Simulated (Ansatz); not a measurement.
# What Ta2NF2 monolayer distorts into, part 2 of 3

Wanted: the energy along a soft mode of Ta2NF2 monolayer and the structure at the end.

Ansatz 0.2.0; DFT PBE, scalar-relativistic, plane waves, PAW.

So far, highest frequency on the path or at a solved wavevector (cm⁻¹): step 2 (response at finite wavevector) 612. Also lowest frequency on the path (cm⁻¹): step 2 -124.

**5. Energy along the mode, all amplitudes (two of the runs are shown above)**

An imaginary frequency means negative curvature, so the energy should fall and then rise again as anharmonic terms take over.

This step gave:

```
depth at the lowest point sampled  : 4.164 meV/atom
largest atomic shift at that point : 0.22 Å
```

Energy from the parent against largest atomic shift:

```tsv
largest atomic shift (Å)	energy from the parent (meV/atom)
0.000	0
0.040	-0.188
0.080	-0.741
0.140	-2.13
0.220	-4.16
0.320	-3.83
0.450	8.16
```

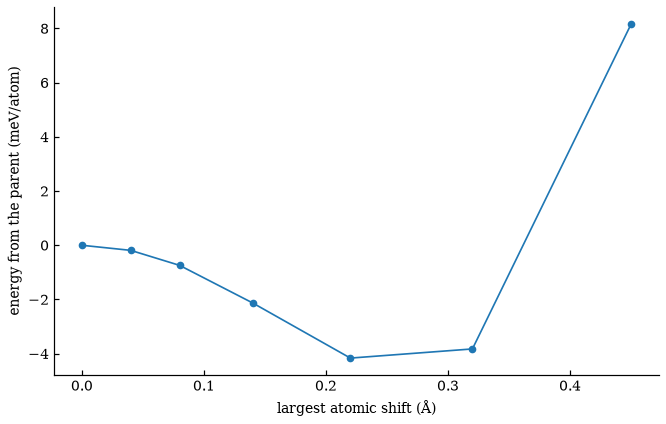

Energy from the parent against largest atomic shift.

Displacement at unit largest shift by atom:

```tsv
atom	x (Å)	y (Å)	z (Å)	size
N1	0.00	0.00	-1.00	1.00
N2	0.00	0.00	0.00	0.00
N3	0.00	0.00	1.00	1.00
Ta4	0.14	-0.23	0.00	0.27
Ta5	-0.27	0.00	0.00	0.27
Ta6	0.14	0.23	0.00	0.27
Ta7	0.27	0.00	0.00	0.27
Ta8	-0.14	0.23	0.00	0.27
Ta9	-0.14	-0.23	0.00	0.27
F10	0.29	0.00	0.00	0.29
F11	-0.14	0.25	0.00	0.29
F12	-0.14	-0.25	0.00	0.29
F13	0.14	-0.25	0.00	0.29
F14	-0.29	0.00	0.00	0.29
F15	0.14	0.25	0.00	0.29
```

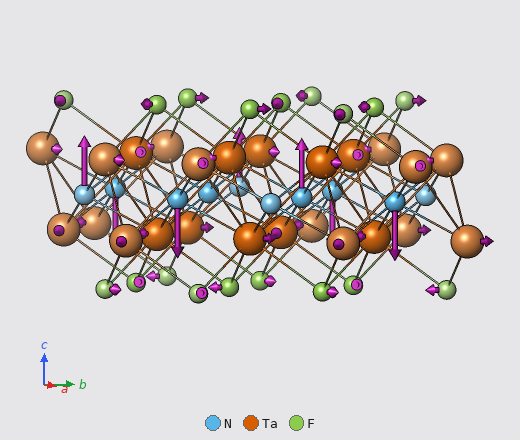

Displacement at unit largest shift as arrows, the longest 1 Å. Some periodic images of atoms are drawn too.

The lowest of the steps tried is at 0.22 Å, 4.16 meV/atom below the parent; the bottom of the well need not coincide with a step.

**6. Relaxing from the distorted cell**

Starting from the lowest point found, all atoms and the cell are let go, so that strain and other modes of the same symmetry can join in.

input.yaml

```yaml
crystal:
  lattice:
    - [0.0, -5.720348101, 0.0]
    - [-4.953966774, -2.8601740506, 0.0]
    - [0.0, 0.0, -33.2]
  atoms:
    - { symbol: "N", position: [0.6666673157, 0.6666660176, 0.7054213662] }
    - { symbol: "N", position: [0.3333333333, 0.3333333333, 0.6987950205] }
    - { symbol: "N", position: [0.9999993509, 1.0000006491, 0.6921686747] }
    - { symbol: Ta, position: [0.3453321547, 0.6606676355, 0.6689362741] }
    - { symbol: Ta, position: [0.9940011865, 0.3453321547, 0.6689362745] }
    - { symbol: Ta, position: [0.6606670941, -0.0060000079, 0.6689362743] }
    - { symbol: Ta, position: [0.6726656978, 0.321334512, 0.7286540869] }
    - { symbol: Ta, position: [0.321334512, 0.0059994664, 0.7286540873] }
    - { symbol: Ta, position: [1.005999355, 0.6726668922, 0.7286540871] }
    - { symbol: F, position: [0.6730397772, 0.3205877844, 0.6287999517] }
    - { symbol: F, position: [0.3205877844, 0.0063735729, 0.6287996855] }
    - { symbol: F, position: [1.006371976, 0.6730395674, 0.6287998186] }
    - { symbol: F, position: [0.3460788822, 0.6602935561, 0.7687906759] }
    - { symbol: F, position: [0.9936271206, 0.3460788822, 0.7687904097] }
    - { symbol: F, position: [0.6602944595, -0.0063726695, 0.7687905428] }
  periodic: [true, true, false]
kpoints:
  mp_grid: { grid: [9, 9, 1] }
hamiltonian:
  xc: pbe
scf:
  occupations: { method: methfessel_paxton, width: 0.15 }
output:
  forces: true
  stress: true
  eigenvalues: true
relax:
  adjacent_minimum: "off"
  f_tol: 0.002
  max_steps: 120
  cell: { stress_2d_tol: 0.005 }
```

Launch:

```console
> ansatz run input.yaml --threads 8 --pin off --max-ram 14336MiB --backend cpu --events-out ev --progress --plain --runs-dir out
```

Numbers of over 12 decimals in the logs are rounded to 6 here.

The program printed:

```text
[...]
Crystal: 15 atoms, lattice volume = 940.835 Å³
Basis set: ecut = 420 eV, 18519 PW (Γ), exchange–correlation on 80×80×450 points (8 copies of the dense FFT grid, shifted against one another)
Bands: 83, of which v1, the nominal top of the filled ones, is band 68 counted from 1 (67 counted from 0)
Symmetry: 6 space group operations
[...]
k-points: 15 of 81
[...]
SCF iter   1: F=—  HF=-65601.796902 eV  |F-HF|=—  |Δ(HF+E_count)|=         —  Δρ=4.61e-3  dr2=2.16e-1  ethr=1.77e-3  ⟨swp⟩=11.6  Hψ=8059  notcnv=0
[...]
SCF iter   9: F=-65601.766349 eV  HF=-65601.766349 eV  |F-HF|=2.56e-9  |Δ(HF+E_count)|=   3.04e-8  S|Δr|=    0.00e0  Δρ=1.67e-7  dr2=1.87e-10  ethr=3.09e-12  ⟨swp⟩=3.9  Hψ=4773  notcnv=0
SCF 1 converged in 9 iterations: F = -65601.766349 eV  dr2 = 1.87e-10
[...]
relax step   1: F+E_penalty+E_count = -65601.76634929 eV  Δ(F+E_penalty+E_count) = +0.000e0 eV  max|allowed force component| = 4.567e-1 eV/Å  Δτ_max = 0.0000 Å  P = -1.133 N/m  Ω = 940.835 Å³  fix = [c, alpha, beta]  reactions: c -0.000 N/m  (9 SCF iters, dr2 threshold 1.00e-7 eV, accepted)
Crystal: 15 atoms, lattice volume = 914.113 Å³
Basis set: ecut = 420 eV, 17871 PW (Γ), exchange–correlation on 80×80×450 points (8 copies of the dense FFT grid, shifted against one another)
[...]
iter 1 solved again at ethr=1.85e-4 eV; its pass at ethr=3.10e-3 eV (dr2=2.49e-1 eV) is discarded
[...]
SCF iter   7: F=-65601.931495 eV  HF=-65601.931495 eV  |F-HF|=2.54e-7  |Δ(HF+E_count)|=   2.82e-6  S|Δr|=    0.00e0  Δρ=3.69e-6  dr2=1.06e-7  ethr=1.11e-9  ⟨swp⟩=18.9  Hψ=8388  notcnv=0
SCF 2 converged in 7 iterations: F = -65601.931495 eV  dr2 = 1.06e-7
[...]
relax step   2: F+E_penalty+E_count = -65601.93149498 eV  Δ(F+E_penalty+E_count) = -1.651e-1 eV  max|allowed force component| = 9.713e-1 eV/Å  Δτ_max = 0.0782 Å  P = -0.951 N/m  Ω = 914.113 Å³  energy of the carried Pulay correction = +1.914e-2 eV  fix = [c, alpha, beta]  reactions: c -0.000 N/m  (7 SCF iters, dr2 threshold 1.50e-6 eV, accepted)
Crystal: 15 atoms, lattice volume = 891.382 Å³
Basis set: ecut = 420 eV, 17511 PW (Γ), exchange–correlation on 80×80×450 points (8 copies of the dense FFT grid, shifted against one another)
[...]
SCF iter   7: F=-65602.171043 eV  HF=-65602.171042 eV  |F-HF|=6.30e-7  |Δ(HF+E_count)|=   3.66e-6  S|Δr|=    0.00e0  Δρ=3.64e-6  dr2=8.70e-8  ethr=1.11e-9  ⟨swp⟩=20.1  Hψ=9207  notcnv=0
SCF 3 converged in 7 iterations: F = -65602.171043 eV  dr2 = 8.70e-8
[...]
relax step   3: F+E_penalty+E_count = -65602.17104306 eV  Δ(F+E_penalty+E_count) = -2.395e-1 eV  max|allowed force component| = 1.353e0 eV/Å  Δτ_max = 0.0908 Å  P = +0.271 N/m  Ω = 891.382 Å³  energy of the carried Pulay correction = +3.587e-2 eV  fix = [c, alpha, beta]  reactions: c +0.000 N/m  (7 SCF iters, dr2 threshold 1.50e-6 eV, accepted)
[... from here on, the SCF cycles and remarks between the steps are left out ...]
relax step   4: F+E_penalty+E_count = -65602.28785173 eV  Δ(F+E_penalty+E_count) = -1.168e-1 eV  max|allowed force component| = 8.856e-1 eV/Å  Δτ_max = 0.0971 Å  P = +2.116 N/m  Ω = 884.376 Å³  energy of the carried Pulay correction = +4.111e-2 eV  fix = [c, alpha, beta]  reactions: c +0.000 N/m  (6 SCF iters, dr2 threshold 1.50e-6 eV, accepted)
relax step   5: F+E_penalty+E_count = -65602.40121501 eV  Δ(F+E_penalty+E_count) = -1.134e-1 eV  max|allowed force component| = 6.835e-1 eV/Å  Δτ_max = 0.0382 Å  P = +0.266 N/m  Ω = 899.120 Å³  energy of the carried Pulay correction = +3.013e-2 eV  fix = [c, alpha, beta]  reactions: c +0.000 N/m  (6 SCF iters, dr2 threshold 1.50e-6 eV, accepted)
relax step   6: F+E_penalty+E_count = -65602.45365070 eV  Δ(F+E_penalty+E_count) = -5.244e-2 eV  max|allowed force component| = 3.599e-1 eV/Å  Δτ_max = 0.0725 Å  P = +1.535 N/m  Ω = 885.732 Å³  energy of the carried Pulay correction = +4.009e-2 eV  fix = [c, alpha, beta]  reactions: c +0.000 N/m  (6 SCF iters, dr2 threshold 1.50e-6 eV, accepted)
relax step   7: F+E_penalty+E_count = -65602.48559309 eV  Δ(F+E_penalty+E_count) = -3.194e-2 eV  max|allowed force component| = 1.209e-1 eV/Å  Δτ_max = 0.0320 Å  P = -0.164 N/m  Ω = 892.568 Å³  energy of the carried Pulay correction = +3.498e-2 eV  fix = [c, alpha, beta]  reactions: c -0.000 N/m  (6 SCF iters, dr2 threshold 1.50e-6 eV, accepted)
relax step   8: F+E_penalty+E_count = -65602.48972161 eV  Δ(F+E_penalty+E_count) = -4.129e-3 eV  max|allowed force component| = 8.937e-2 eV/Å  Δτ_max = 0.0118 Å  P = +0.156 N/m  Ω = 891.765 Å³  energy of the carried Pulay correction = +3.558e-2 eV  fix = [c, alpha, beta]  reactions: c +0.000 N/m  (5 SCF iters, dr2 threshold 9.14e-7 eV, accepted)
relax step   9: F+E_penalty+E_count = -65602.48973717 eV  Δ(F+E_penalty+E_count) = -1.556e-5 eV  max|allowed force component| = 3.673e-2 eV/Å  Δτ_max = 0.0093 Å  P = -0.063 N/m  Ω = 892.778 Å³  energy of the carried Pulay correction = +3.483e-2 eV  fix = [c, alpha, beta]  reactions: c -0.000 N/m  (5 SCF iters, dr2 threshold 4.99e-7 eV, accepted)
relax step  10: F+E_penalty+E_count = -65602.49049784 eV  Δ(F+E_penalty+E_count) = -7.607e-4 eV  max|allowed force component| = 8.998e-3 eV/Å  Δτ_max = 0.0044 Å  P = +0.000 N/m  Ω = 892.434 Å³  energy of the carried Pulay correction = +3.508e-2 eV  fix = [c, alpha, beta]  reactions: c +0.000 N/m  (5 SCF iters, dr2 threshold 8.43e-8 eV, accepted)
relax step  11: F+E_penalty+E_count = -65602.49055758 eV  Δ(F+E_penalty+E_count) = -5.974e-5 eV  max|allowed force component| = 2.960e-3 eV/Å  Δτ_max = 0.0009 Å  P = -0.008 N/m  Ω = 892.381 Å³  energy of the carried Pulay correction = +3.512e-2 eV  fix = [c, alpha, beta]  reactions: c -0.000 N/m  (5 SCF iters, dr2 threshold 5.06e-9 eV, accepted)
relax step  12: F+E_penalty+E_count = -65602.49056151 eV  Δ(F+E_penalty+E_count) = -3.934e-6 eV  max|allowed force component| = 1.484e-3 eV/Å  Δτ_max = 0.0003 Å  P = +0.002 N/m  Ω = 892.379 Å³  energy of the carried Pulay correction = +3.512e-2 eV  fix = [c, alpha, beta]  reactions: c +0.000 N/m  (5 SCF iters, dr2 threshold 5.47e-10 eV, accepted)
relax step  13: F+E_penalty+E_count = -65602.46687221 eV  Δ(F+E_penalty+E_count) = +2.369e-2 eV  max|allowed force component| = 1.798e-3 eV/Å  Δτ_max = 0.0000 Å  P = -0.223 N/m  Ω = 892.379 Å³  fix = [c, alpha, beta]  reactions: c -0.000 N/m  stress off target by 2.23e-1 N/m on what of the cell is left free  SCF on the basis re-selected at this cell (its energy is not comparable with the rows above)  (9 SCF iters)
relax step  14: F+E_penalty+E_count = -65602.46857249 eV  Δ(F+E_penalty+E_count) = -1.700e-3 eV  max|allowed force component| = 1.845e-2 eV/Å  Δτ_max = 0.0021 Å  P = +0.160 N/m  Ω = 890.240 Å³  energy of the carried Pulay correction = +1.569e-3 eV  fix = [c, alpha, beta]  reactions: c +0.000 N/m  (5 SCF iters, dr2 threshold 5.80e-8 eV, accepted)
relax step  15: F+E_penalty+E_count = -65602.46829083 eV  Δ(F+E_penalty+E_count) = +2.817e-4 eV  max|allowed force component| = 2.977e-3 eV/Å  Δτ_max = 0.0011 Å  P = -0.002 N/m  Ω = 890.893 Å³  energy of the carried Pulay correction = +1.093e-3 eV  fix = [c, alpha, beta]  reactions: c -0.000 N/m  (5 SCF iters, dr2 threshold 2.99e-8 eV, accepted)
relax step  16: F+E_penalty+E_count = -65602.46831281 eV  Δ(F+E_penalty+E_count) = -2.198e-5 eV  max|allowed force component| = 1.329e-3 eV/Å  Δτ_max = 0.0003 Å  P = -0.002 N/m  Ω = 890.866 Å³  energy of the carried Pulay correction = +1.112e-3 eV  fix = [c, alpha, beta]  reactions: c -0.000 N/m  (5 SCF iters, dr2 threshold 5.54e-10 eV, accepted)
relax step  17: F+E_penalty+E_count = -65602.46713249 eV  Δ(F+E_penalty+E_count) = +1.180e-3 eV  max|allowed force component| = 1.332e-3 eV/Å  Δτ_max = 0.0000 Å  P = -0.008 N/m  Ω = 890.866 Å³  fix = [c, alpha, beta]  reactions: c -0.000 N/m  stress off target by 7.83e-3 N/m on what of the cell is left free  SCF on the basis re-selected at this cell (its energy is not comparable with the rows above)  (7 SCF iters)
relax step  18: F+E_penalty+E_count = -65602.46717288 eV  Δ(F+E_penalty+E_count) = -4.039e-5 eV  max|allowed force component| = 2.875e-4 eV/Å  Δτ_max = 0.0002 Å  P = -0.001 N/m  Ω = 890.812 Å³  energy of the carried Pulay correction = +3.950e-5 eV  fix = [c, alpha, beta]  reactions: c -0.000 N/m  (6 SCF iters, dr2 threshold 7.14e-11 eV, accepted)
[...]
SCF iter   1: F=—  HF=-65602.467267 eV  |F-HF|=—  |Δ(HF+E_count)|=         —  Δρ=1.42e-6  dr2=9.11e-9  ethr=1.56e-7  ⟨swp⟩=8.5  Hψ=14913  notcnv=0
eigensolver tolerance schedule: the retry pair's looser diagonalisation over-reported the residual by 23116.29 of it (diagonalisation noise at an unbounded share of the residual, at the tolerance the schedule requests for it); recorded, not acted on — ethr = c·dr2/N_el stays at c = 1.0e-1
SCF iter   2: F=—  HF=-65602.467173 eV  |F-HF|=—  |Δ(HF+E_count)|=   9.38e-5  S|Δr|=    0.00e0  Δρ=2.37e-6  dr2=2.94e-8  ethr=6.75e-12  ⟨swp⟩=8.5  Hψ=6747  notcnv=0
[...]
SCF iter  10: F=-65602.467173 eV  HF=-65602.467173 eV  |F-HF|=1.46e-10  |Δ(HF+E_count)|=  2.91e-11  S|Δr|=    0.00e0  Δρ=2.32e-9  dr2=2.21e-14  ethr=1.00e-12  ⟨swp⟩=16.6  Hψ=8113  notcnv=0
SCF 19 converged in 10 iterations: F = -65602.467173 eV  dr2 = 2.21e-14
relax step  19: F+E_penalty+E_count = -65602.46717288 eV  Δ(F+E_penalty+E_count) = -2.910e-11 eV  max|allowed force component| = 2.876e-4 eV/Å  Δτ_max = 0.0000 Å  P = -0.001 N/m  Ω = 890.812 Å³  fix = [c, alpha, beta]  reactions: c -0.000 N/m  stress off target by 5.62e-4 N/m on what of the cell is left free  SCF on the basis re-selected at this cell (its energy is not comparable with the rows above)  (10 SCF iters)
basis re-selected at this cell: Δ(F+E_penalty+E_count) = -2.910e-11 eV, ΔP = -0.000 N/m vs the last step (what re-selecting the basis moved, of the pressure what is left beyond the Pulay correction that the steps carried, after the strain that the cell walked since its last selection, with what the two solves' SCF thresholds leave and, on support functions, any second-order correction that the steps lacked; it is no  [...]
SCF converged after 10 iterations
[...]
Free energy (F): -65602.467173 eV
[...]
Internal energy: -65602.461763 eV  (E = F + TS)
E sigma→0 (E₀):  -65602.465820 eV
Entropy (-TS):   -0.005410 eV (-0.361 meV/atom)
Fermi energy:    -3.927483 eV
[...]
--- Forces (eV/Å), atoms counted from 1 ---
  atom   1  N      0.00000000    -0.00000000     0.00014072
  atom   2  N      0.00000000     0.00000000     0.00000000
  atom   3  N     -0.00000000     0.00000000    -0.00014072
  atom   4  Ta     0.00000294    -0.00026343    -0.00020242
  atom   5  Ta    -0.00022960     0.00012917    -0.00020242
  atom   6  Ta     0.00022666     0.00013426    -0.00020242
  atom   7  Ta     0.00022960    -0.00012917     0.00020242
  atom   8  Ta    -0.00000294     0.00026343     0.00020242
  atom   9  Ta    -0.00022666    -0.00013426     0.00020242
  atom  10  F     -0.00023571    -0.00016702     0.00001525
  atom  11  F      0.00026250    -0.00012062     0.00001525
  atom  12  F     -0.00002679     0.00028764     0.00001525
  atom  13  F     -0.00026250     0.00012062    -0.00001525
  atom  14  F      0.00023571     0.00016702    -0.00001525
  atom  15  F      0.00002679    -0.00028764    -0.00001525
  max |Σ_I F_I| component: 4.81e-18 eV/Å
--- 2D stress c σ (N/m, compression-positive) ---
       -0.000562      -0.000000       0.000000
        0.000000      -0.000562       0.000000
        0.000000       0.000000      -0.000000
  P = ½ c Tr σ = -0.0006 N/m
--- Band table (eV; the first three rows and the last of 15) ---
  k-point 0: bands = [... 64 lower, -5.6082, -5.4716, -5.1324, -5.1324, -4.6728, -4.1056, -3.6611, -2.4801, ... 11 higher]
  k-point 1: bands = [... 64 lower, -5.6209, -5.2365, -4.9100, -4.7938, -4.5423, -3.8330, -3.5316, -2.6733, ... 11 higher]
  k-point 2: bands = [... 64 lower, -5.5365, -4.9808, -4.5567, -4.4632, -3.9046, -3.2891, -3.2212, -2.9989, ... 11 higher]
  k-point 14: bands = [... 64 lower, -5.1841, -4.6581, -3.9350, -3.9350, -3.6331, -3.0525, -3.0525, -2.5081, ... 11 higher]
  ° read free of the cell's end (the report's vacuum.weakly_bound_levels)
--- Relaxed structure (16 steps of the walk, 16 accepted, 3 SCFs on fresh bases) ---
  F+E_penalty+E_count = -65602.46717288 eV   max|allowed force component| = 2.876e-4 eV/Å   (the final SCF, on the basis selected at the relaxed cell)
  cell:  # Å, volume = 890.8122 Å³
    - [5.6179030783111766e-11, -5.566199, 0]
    - [-4.820470, -2.783099, 0]
    - [0, 0, -33.2]
  atoms:
    - { symbol: N, position: [0.666667, 0.666667, 0.713270] }
    - { symbol: N, position: [0.333333, 0.333333, 0.698795] }
    - { symbol: N, position: [1.000000, 1.0, 0.684320] }
    - { symbol: Ta, position: [0.370013, 0.650050, 0.666469] }
    - { symbol: Ta, position: [0.979937, 0.370013, 0.666469] }
    - { symbol: Ta, position: [0.650050, -0.020063, 0.666469] }
    - { symbol: Ta, position: [0.686730, 0.296654, 0.731121] }
    - { symbol: Ta, position: [0.296654, 0.016616, 0.731121] }
    - { symbol: Ta, position: [1.016616, 0.686730, 0.731121] }
    - { symbol: F, position: [0.642090, 0.300695, 0.625852] }
    - { symbol: F, position: [0.300695, 0.057216, 0.625852] }
    - { symbol: F, position: [1.057216, 0.642090, 0.625852] }
    - { symbol: F, position: [0.365972, 0.609451, 0.771738] }
    - { symbol: F, position: [1.024577, 0.365972, 0.771738] }
    - { symbol: F, position: [0.609451, 0.024577, 0.771738] }
```

Elapsed: 3.5 min, on 8 threads of Arm Neoverse V2, shared host; peak memory 3.5 GiB; 27 min of CPU time.

(Continued in part 3 of 3.)

[Logs are printed without paths, hosts, clocks, repeated set-up lines and the standing remarks that a program may print on its own settings, such as how far it seeks lower states.]

[Hosts, paths, dates, database ids (printed as entryN), source tags and the programs' standing remarks are cut or masked in the printed files.]
